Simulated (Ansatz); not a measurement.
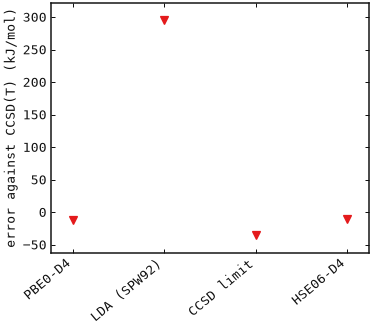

Error in the electronic atomisation energy (method less reference, so positive means overbinding) of NH₃O, SMILES NO: functionals in def2-TZVPP against frozen-core CCSD(T) at the limit (scheme: direct), which gives 1504.2 kJ/mol, at a PBE0-D4/def2-TZVP geometry (a minimum by its frequencies), no zero-point or spin-orbit term, the Ansatz code 0.2.0. The reference leaves out core correlation, a term that grows with the number of heavy atoms. Limit means the basis limit.

Question: Which of these levels overbind, and which underbind?

Answer: Overbind: LDA (SPW92). Underbind: PBE0-D4, CCSD limit and HSE06-D4.

Question: Give the values.

Answer:
| level | kJ/mol |
| --- | --- |
| PBE0-D4 | −12.6 |
| LDA (SPW92) | 295.1 |
| CCSD limit | −35.7 |
| HSE06-D4 | −10.4 |
